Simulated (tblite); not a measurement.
# CH6AlNOS: frequency calculation

CH6AlNOS, SMILES C[O][Al]([NH2])[SH], computed with GFN2-xTB, R-SCC (tblite 0.8.0).

The geometry was optimised with GFN2-xTB.

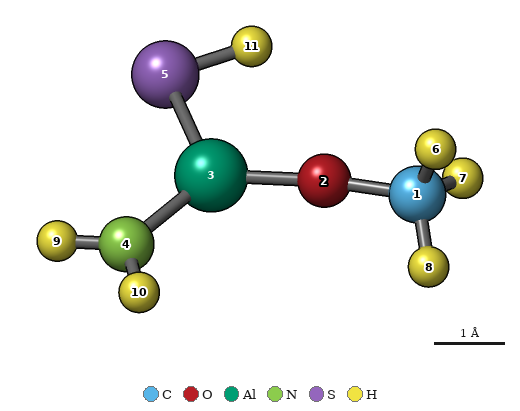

Fig. 1: The input geometry (ball-and-stick view, seen at a tilt; atoms are numbered from 1 in the order of the input). Sticks mark near contacts. Bond lengths as drawn: Al–N 1.77 Å, Al–O 1.65 Å, Al–S 2.19 Å, C–H 1.09 Å, C–O 1.40 Å, H–N 1.01 Å and H–S 1.33 Å.

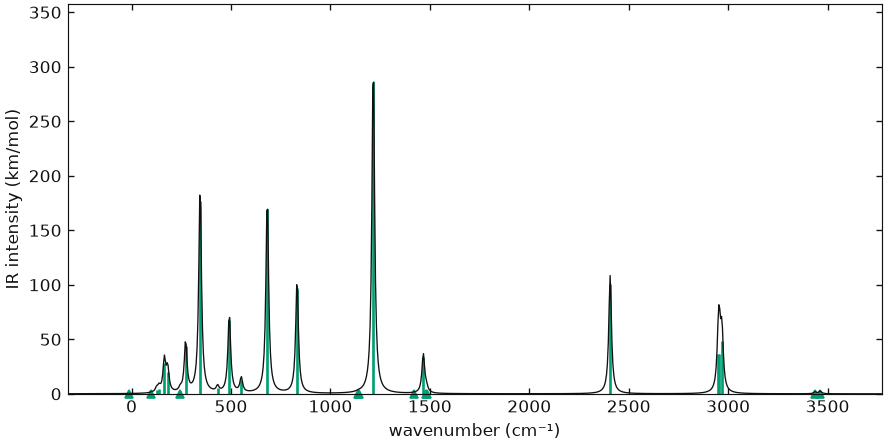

Fig. 2: Harmonic infrared spectrum, unscaled: sticks (degenerate modes added up, dark ones marked on the axis) with a Lorentzian envelope of 16 cm⁻¹ full width, scaled to the tallest stick; imaginary modes are drawn at negative wavenumbers. 27 modes from 12i to 3463 cm⁻¹, 1 imaginary beyond 8i (12i cm⁻¹): not a clean minimum; so soft a mode can be a shallow saddle, an incomplete relaxation or noise of the force constants. The strongest line is at 1216 cm⁻¹ (286 km/mol).

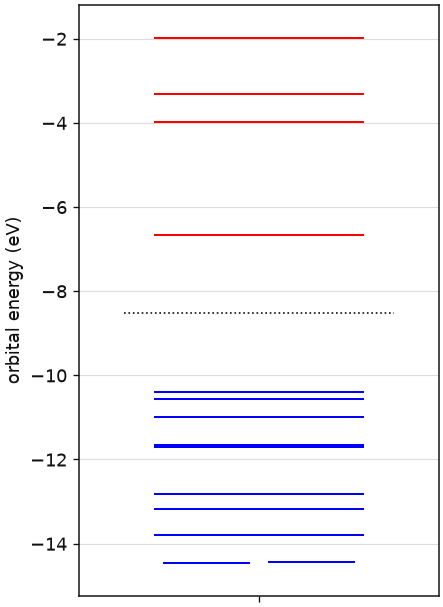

Fig. 3: Orbital energies near the frontier; the dotted line parts filled from empty levels, and levels within 0.02 eV of each other stand side by side. Highest filled −10.39 eV, lowest empty −6.66 eV, 3.73 eV apart.

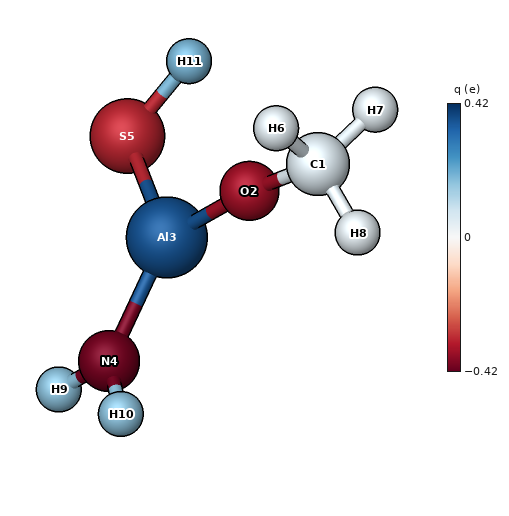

Fig. 4: Mulliken charges, as the colour of each atom (ball-and-stick view, seen at a tilt; atoms are numbered from 1 in the order of the input). By element: C +0.05, O −0.35, Al +0.36, N −0.40, S −0.32 and H +0.04 to +0.19 e.

The input and output of the run follow.

## The input (job.py)
```python
# GFN2-xTB harmonic vibrations
import json
import numpy as np
from tblite.interface import Calculator
from tblite.interface import symbols_to_numbers
from ase.data import atomic_masses

symbols = list(map(str, np.loadtxt("input.xyz", skiprows=2, usecols=0, dtype=str, ndmin=1)))
numbers = np.array(symbols_to_numbers(symbols))
positions = np.loadtxt("input.xyz", skiprows=2, usecols=(1, 2, 3), ndmin=2) / 0.52917721

calc = Calculator("GFN2-xTB", numbers, positions, charge=0, uhf=0)
calc.set("verbosity", 0)
calc.set("accuracy", 0.1)
wfn = calc.singlepoint()
h = 0.005  # bohr
n = positions.size
H, D = np.zeros((n, n)), np.zeros((n, 3))
for a in range(n):
    g, d = [], []
    for sign in (1, -1):
        x = positions.ravel().copy()
        x[a] += sign * h
        calc.update(x.reshape(-1, 3))
        y = calc.singlepoint()
        g.append(y.get('gradient').ravel())
        d.append(y.get('dipole'))
    H[a], D[a] = (g[0] - g[1]) / (2 * h), (d[0] - d[1]) / (2 * h)
mass = np.repeat(atomic_masses[numbers], 3)
H = (H + H.T) / 2 / np.sqrt(np.outer(mass, mass))
# project out translations and rotations
com = positions - atomic_masses[numbers] @ positions / atomic_masses[numbers].sum()
T = [np.tile(v, len(numbers)) for v in np.eye(3)] + [np.cross(com, v).ravel() for v in np.eye(3)]
U, sv, _ = np.linalg.svd((np.array(T) * np.sqrt(mass)).T)
Q = U[:, (sv > 1e-3 * sv.max()).sum():]
w, V = np.linalg.eigh(Q.T @ H @ Q)
freq = np.sign(w) * np.sqrt(np.abs(w)) * 5140.487
inten = (((Q @ V).T / np.sqrt(mass)) @ D) ** 2
inten = inten.sum(axis=1) * 974.88
print(f"E = {wfn.get('energy'):.8f} Eh, max gradient {np.abs(wfn.get('gradient')).max():.2e} Eh/bohr")
print("mode   frequency/cm^-1   IR/(km/mol)")
for i, (v, s) in enumerate(zip(freq, inten), 1):
    print(f"{i:4d} {v:14.2f} {s:14.3f}")
zpe = freq[freq > 0].sum() / 2 / 219474.63
print(f"imaginary modes: {(freq < -10).sum()}, zero-point energy {zpe:.6f} Eh = {zpe * 27.211386:.4f} eV")
out = {k: np.asarray(wfn.get(k)).tolist() for k in ("energy", "gradient", "charges", "dipole", "orbital-energies", "orbital-occupations")}
out.update(symbols=symbols, positions=(positions * 0.529177210903).tolist(), frequencies=freq.tolist(), intensities=inten.tolist(), zpe=zpe)
json.dump(out, open("results.json", "w"))
```

## File input.xyz
```
11

C     -1.140363    -1.304564     1.168208
O     -0.374431    -0.551759     0.276504
Al     0.528960     0.495767    -0.621281
N      1.034093     2.112881    -0.094673
S      1.132112    -0.206842    -2.610805
H     -0.486018    -1.885978     1.822034
H     -1.790565    -1.988066     0.615760
H     -1.758871    -0.646765     1.782926
H      1.583659     2.752567    -0.648911
H      0.823671     2.539107     0.796348
H      0.513051    -1.373248    -2.465510
```

Command:
```bash
python job.py
```

## The program's output
```
E = -16.61051382 Eh, max gradient 7.83e-05 Eh/bohr
mode   frequency/cm^-1   IR/(km/mol)
   1         -12.03          0.015
   2          98.08          0.390
   3         125.95          3.629
   4         138.43          4.677
   5         165.08         27.917
   6         181.49         20.281
   7         245.16          2.929
   8         272.01         43.768
   9         344.76        176.492
  10         432.73          4.946
  11         491.47         67.546
  12         551.69         12.664
  13         682.49        169.186
  14         832.25         97.026
  15        1139.86          0.157
  16        1141.41          0.427
  17        1215.51        285.979
  18        1420.02          0.177
  19        1467.10         33.481
  20        1479.75          2.239
  21        1484.46          2.427
  22        2406.65        101.029
  23        2950.91         36.476
  24        2956.26         36.976
  25        2968.92         48.374
  26        3437.45          1.633
  27        3463.27          2.350
imaginary modes: 1, zero-point energy 0.073114 Eh = 1.9895 eV
```

## Results in brief

| quantity | value |
| --- | --- |
| outcome | converged |
| total energy | −16.610514 hartree |
| basis functions | 36 |
| largest force | 0.004 eV/Å |
| HOMO | −10.39 eV |
| LUMO | −6.66 eV |
| zero-point energy | 0.073114 hartree |
| dipole moment | 2.82 D |
| wavenumbers, lowest and highest | 12i and 3463 cm⁻¹ |
| hardware | 1 thread of Intel Xeon (Granite Rapids), 192 GiB of memory available, shared host |
| peak memory | 0.065 GiB |
